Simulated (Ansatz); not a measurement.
# BPH2+ (doublet): from Hartree-Fock to the top rungs, cc-pVTZ

Aim: climb from Hartree-Fock through coupled cluster for BPH2+ (doublet) at one geometry and basis, and see what each rung misses.

Computed with Ansatz 0.2.0, Gaussian basis. Level: cc-pVTZ, core rule «outside noble gas», up to 6 orbitals frozen.

The runs, in order: UHF; CCSD(T) on ROHF; CCSD(T) on UHF; BCCD(T) on ROHF; CCSDT(Q) on ROHF; CCSDT(Q) on UHF.

6 further runs of the same task are left out: 2 for a known fault of the program, 4 set aside as unsound or not needed.

## (1) The geometry

The geometry is a PBE0/def2-TZVP stationary point (not a proven minimum) of the parent state, kept for this charge and spin.

4 atoms, charge 1, spin multiplicity 2.

Atoms are counted from 1 here; the program's logs count them from 0.

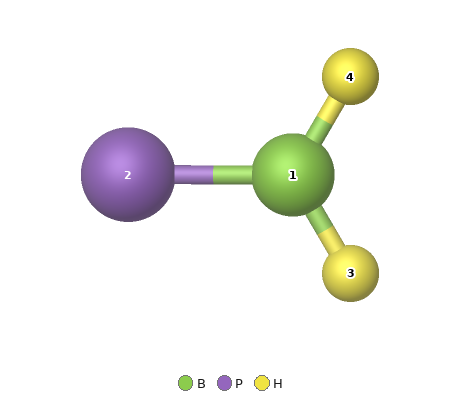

The geometry (boron green, phosphorus purple, hydrogen yellow); atoms are numbered from 1 in the order of the file.

## (2) UHF

in.yaml reads:

```yaml
crystal:
  periodic: [false, false, false]
  atoms:
    - {symbol: B, position_ang: [0.000000, 0.000000, 1.199314]}
    - {symbol: P, position_ang: [0.000000, 0.000000, -0.536099]}
    - {symbol: H, position_ang: [0.000000, 1.039861, 1.805269]}
    - {symbol: H, position_ang: [0.000000, -1.039862, 1.805269]}
basis:
  gaussian: {orbitals: cc-pVTZ}
total_charge: 1
magnetization: {spin_polarized: true, initial_magnetization: 1}
hamiltonian: {xc: hf}
output: {orbitals: {seedname: orbitals}}
```

Command:

```bash
ansatz run in.yaml --threads 1 --pin off --events-out ev --progress --plain --max-ram 4096MiB --backend cpu
```

After this run come: CCSD(T) on ROHF; CCSD(T) on UHF; BCCD(T) on ROHF; CCSDT(Q) on ROHF; CCSDT(Q) on UHF.

Before running them: what should the planned runs give, taken together? Wanted: UCCSDT(Q) below the RHF energy; RMP2 from UCCSDT(Q); UMP2 from UCCSDT(Q); RCCSD from UCCSDT(Q); RCCSD(T) from UCCSDT(Q); UCCSD(T) from UCCSDT(Q); RCCSDT(Q) from UCCSDT(Q); T1 diagnostic.

The runs gave:

| quantity | value |
| --- | --- |
| UCCSDT(Q) below the RHF energy | -6.5568 eV |
| RMP2 from UCCSDT(Q) | +1318.5 meV |
| UMP2 from UCCSDT(Q) | +1342.8 meV |
| RCCSD from UCCSDT(Q) | +306.6 meV |
| RCCSD(T) from UCCSDT(Q) | +59.0 meV |
| UCCSD(T) from UCCSDT(Q) | +59.6 meV |
| RCCSDT(Q) from UCCSDT(Q) | +1.8 meV |
| levels within 1 kcal/mol (43 meV) | RCCSDT, UCCSDT, RCCSDT(Q) |
| T1 diagnostic | 0.029 |

RCCSD(T) lands +59.0 meV from the yardstick (0.9 % of the correlation energy). Coupled cluster took another determinant than the lowest Hartree-Fock one. These misses are within one basis, not against nature; the frozen cores of restricted and unrestricted runs differ, which can shift their rows.
